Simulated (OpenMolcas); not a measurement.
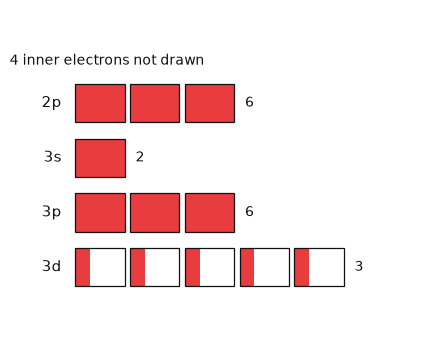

Fig. 1: The outer shells of the leading configuration of the lowest level: a box for each of the 2l + 1 orbitals, shaded by the share of the shell that is filled, with the electron count at the right.

**Run report: Cr³⁺, multiconfigurational calculation**

System: Cr³⁺, among 6 point charges of −1.3 e at 1.79 Å, octahedron (Oh), whose field is part of the energies.
Method: state-averaged SS-CASPT2, IPEA shift 0.25, imaginary shift 0.1 hartree, closed shells 3s 3p correlated, active space 3 electrons in the shell 3d, basis ANO-RCC-VDZP, DKH2 scalar Hamiltonian, spin-orbit coupling by RASSI with atomic mean-field integrals (OpenMolcas).

### Input
```
&GATEWAY
Coord
1

Cr 0.0 0.0 0.0
Basis=ANO-RCC-VDZP
Group=XYZ
NoMove
AngMom=0.0 0.0 0.0
AMFI
XField
3 Angstrom 0
1.790000 0.000000 0.000000 -1.300000
0.000000 1.790000 0.000000 -1.300000
0.000000 0.000000 1.790000 -1.300000
&SEWARD
&RASSCF
FileOrb=start.orb
Symmetry=1
Spin=4
nActEl=3 0 0
Inactive=3 6
Ras2=5 0
CIRoot=10 10 1
SDav=10
CIMx=300
Iter=120 100
PrWF=0.3
OrbListing=Nothing
MaxOrb=0
>>> COPY $Project.JobIph JOB001
&RASSCF
FileOrb=start.orb
Symmetry=1
Spin=2
nActEl=3 0 0
Inactive=3 6
Ras2=5 0
CIRoot=40 40 1
SDav=40
CIMx=300
Iter=120 100
PrWF=0.3
OrbListing=Nothing
MaxOrb=0
>>> COPY $Project.JobIph JOB002
&RASSI
NrOfJobIphs=2 10 40
1 2 3 4 5 6 7 8 9 10
1 2 3 4 5 6 7 8 9 10 11 12 13 14 15 16 17 18 19 20 21 22 23 24 25 26 27
28 29 30 31 32 33 34 35 36 37 38 39 40
IphNames
JOB001
JOB002
EJob
SpinOrbit
DIPRint=1.0
SOCoupling=1000.0
Subsets=2
Property=9
'ANGMOM' 1 'ANGMOM' 2 'ANGMOM' 3 'MLTPL  1' 1 'MLTPL  1' 2 'MLTPL  1' 3
'AMFI' 1 'AMFI' 2 'AMFI' 3
SOProperty=3
'ANGMOM' 1 'ANGMOM' 2 'ANGMOM' 3
>>> COPY JOB001 $Project.JobIph
&CASPT2
Multistate=10 1 2 3 4 5 6 7 8 9 10
NoMult
Frozen=2 3
IPEA=0.25
Imaginary=0.1
MaxIter=60
WThr=0.0 0.3 0.05
PrWF=0.5
NoMix
>>> COPY JOB002 $Project.JobIph
&CASPT2
Multistate=40 1 2 3 4 5 6 7 8 9 10 11 12 13 14 15 16 17 18 19 20 21 22
23 24 25 26 27 28 29 30 31 32 33 34 35 36 37 38 39 40
NoMult
Frozen=2 3
IPEA=0.25
Imaginary=0.1
MaxIter=60
WThr=0.0 0.3 0.05
PrWF=0.5
NoMix
```

The file start.orb holds starting orbitals from an earlier step. A driver script formed the levels outside the program, from RASSI's spin-orbit matrix and the CASPT2 energies (for multi-state variants, the effective Hamiltonian), averaged over the components of each term or state. The log and the time are those of the CASPT2 step.

Launched with:
```bash
OMP_NUM_THREADS=1 MOLCAS_MEM=1689 MOLCAS_PROJECT=a pymolcas a.inp > a.log  # once for each step of the input, in one work folder
```

### The program's output (extracts)
```
--- CASPT2 ---
Orbital specifications:
      -----------------------

      Symmetry species                           1   2
                                                ag  au
      Frozen orbitals                            2   3
      Inactive orbitals                          1   3
      Active orbitals                            5   0
      Secondary orbitals                         7  13
      Deleted orbitals                           0   0
      Number of basis functions                 15  19
Type of calculation                        SS-CASPT2
      Fock operator                              state-specific
      IPEA shift                                 0.25
      Real shift                                 0.00
      Imaginary shift                            0.10
      The input orbitals will be transformed to quasi-canonical
Reference energy:       -1054.7124789521
      E2 (Non-variational):      -0.2579663736
      Shift correction:          -0.0000841780
      E2 (Variational):          -0.2580505517
      Total energy:           -1054.9705295038
      Residual norm:              0.0000004614
      Reference weight:           0.95848
      Contributions to the CASPT2 correlation energy
      Active & Virtual Only:         -0.0171625109
      One Inactive Excited:          -0.1119033369
      Two Inactive Excited:          -0.1289005258
Reference energy:       -1054.6884104931
      E2 (Non-variational):      -0.2565542857
      Shift correction:          -0.0000814003
      E2 (Variational):          -0.2566356861
      Total energy:           -1054.9450461791
      Residual norm:              0.0000008862
      Reference weight:           0.95894
      Contributions to the CASPT2 correlation energy
      Active & Virtual Only:         -0.0163145322
      One Inactive Excited:          -0.1116593231
      Two Inactive Excited:          -0.1285804304
::    CASPT2 Root  1     Total energy:  -1054.97052950
::    CASPT2 Root  2     Total energy:  -1054.94504618
::    CASPT2 Root  3     Total energy:  -1054.94496271
::    CASPT2 Root  4     Total energy:  -1054.94448681
::    CASPT2 Root  5     Total energy:  -1054.92670285
::    CASPT2 Root  6     Total energy:  -1054.92601539
::    CASPT2 Root  7     Total energy:  -1054.92535282
::    CASPT2 Root  8     Total energy:  -1054.87351996
::    CASPT2 Root  9     Total energy:  -1054.87372791
::    CASPT2 Root 10     Total energy:  -1054.87456229
--- CASPT2 ---
Orbital specifications:
      -----------------------

      Symmetry species                           1   2
                                                ag  au
      Frozen orbitals                            2   3
      Inactive orbitals                          1   3
      Active orbitals                            5   0
      Secondary orbitals                         7  13
      Deleted orbitals                           0   0
      Number of basis functions                 15  19
Type of calculation                        SS-CASPT2
      Fock operator                              state-specific
      IPEA shift                                 0.25
      Real shift                                 0.00
      Imaginary shift                            0.10
      The input orbitals will be transformed to quasi-canonical
Reference energy:       -1054.6234567571
      E2 (Non-variational):      -0.2690992221
      Shift correction:          -0.0001037865
      E2 (Variational):          -0.2692030086
      Total energy:           -1054.8926597657
      Residual norm:              0.0000003897
      Reference weight:           0.95471
      Contributions to the CASPT2 correlation energy
      Active & Virtual Only:         -0.0217610690
      One Inactive Excited:          -0.1159794974
      Two Inactive Excited:          -0.1313586557
Reference energy:       -1054.6234567571
      E2 (Non-variational):      -0.2693178782
      Shift correction:          -0.0001040221
      E2 (Variational):          -0.2694219003
      Total energy:           -1054.8928786574
      Residual norm:              0.0000003974
      Reference weight:           0.95464
      Contributions to the CASPT2 correlation energy
      Active & Virtual Only:         -0.0217630169
      One Inactive Excited:          -0.1161947872
      Two Inactive Excited:          -0.1313600741
::    CASPT2 Root  1     Total energy:  -1054.89265977
::    CASPT2 Root  2     Total energy:  -1054.89287866
::    CASPT2 Root  3     Total energy:  -1054.88865599
::    CASPT2 Root  4     Total energy:  -1054.88859382
::    CASPT2 Root  5     Total energy:  -1054.88857995
::    CASPT2 Root  6     Total energy:  -1054.88046277
::    CASPT2 Root  7     Total energy:  -1054.87465642
::    CASPT2 Root  8     Total energy:  -1054.87464874
::    CASPT2 Root  9     Total energy:  -1054.87465535
::    CASPT2 Root 10     Total energy:  -1054.86007306
::    CASPT2 Root 11     Total energy:  -1054.86012576
::    CASPT2 Root 12     Total energy:  -1054.86011106
::    CASPT2 Root 13     Total energy:  -1054.85731228
::    CASPT2 Root 14     Total energy:  -1054.85832171
::    CASPT2 Root 15     Total energy:  -1054.85830385
::    CASPT2 Root 16     Total energy:  -1054.85175925
::    CASPT2 Root 17     Total energy:  -1054.85206525
::    CASPT2 Root 18     Total energy:  -1054.83962921
::    CASPT2 Root 19     Total energy:  -1054.83935388
::    CASPT2 Root 20     Total energy:  -1054.83927672
::    CASPT2 Root 21     Total energy:  -1054.82626289
::    CASPT2 Root 22     Total energy:  -1054.82624915
::    CASPT2 Root 23     Total energy:  -1054.82609935
::    CASPT2 Root 24     Total energy:  -1054.82491324
::    CASPT2 Root 25     Total energy:  -1054.82491036
::    CASPT2 Root 26     Total energy:  -1054.82486451
::    CASPT2 Root 27     Total energy:  -1054.80313386
::    CASPT2 Root 28     Total energy:  -1054.80308104
::    CASPT2 Root 29     Total energy:  -1054.78759124
::    CASPT2 Root 30     Total energy:  -1054.78462387
```

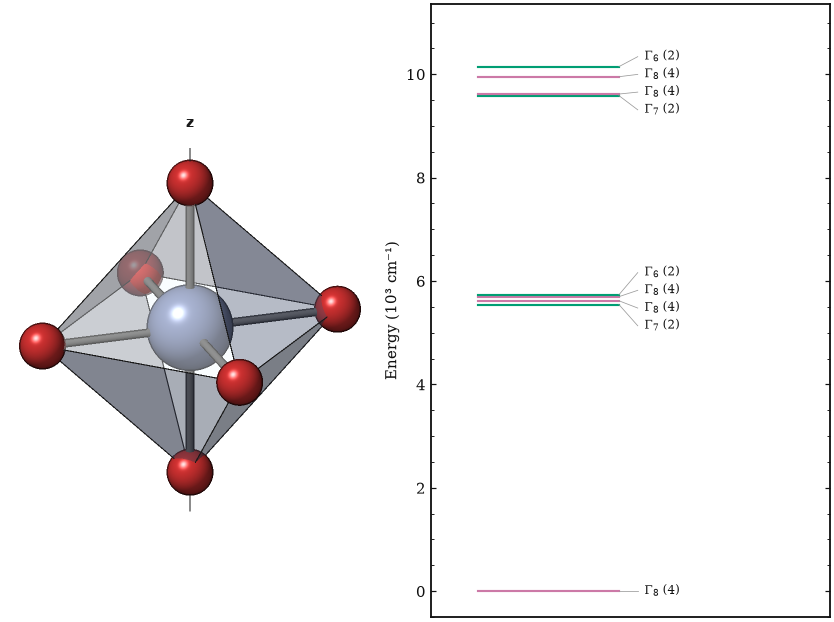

Fig. 2: Cr³⁺ (3d³) among 6 point charges of −1.3 e at 1.79 Å, arranged as: octahedron (Oh), with its levels. Labels give the representation in O, Td, D4 or D3 as the site allows (double group for half-integer spin) where it could be assigned and, in brackets, the degeneracy; spin-free states, where drawn, share the zero of the spin-orbit levels. The ground level is Γ₈, 4-fold degenerate, 100 % from states of spin multiplicity 4. The next level lies at 5,540 cm⁻¹ (Γ₇).

### Results in brief

```
                                 quantity                                                     value
                                  outcome  converged; degenerate states are split by up to 296 cm⁻¹
      energy of the lowest spin-free term                                       −1054.97053 hartree
    energy of the lowest spin-orbit level                                       −1054.97069 hartree
                CASPT2 correlation energy                                           −0.2581 hartree
largest spread among components of a term                                                296.3 cm⁻¹
                  lowest reference weight                                                     0.948
                                 hardware                                 1 CPU thread, shared host
                                wall time                                                     2.8 s
```

### Remarks

The components of ⁴T1, which symmetry makes degenerate, are split by 296 cm⁻¹ in CASPT2, and those of 6 more by over 50 cm⁻¹. This is an artefact; the levels of such states rest on averages and are uncertain by about as much. Limits: point charges lack covalency, field too small at true ligand charges.
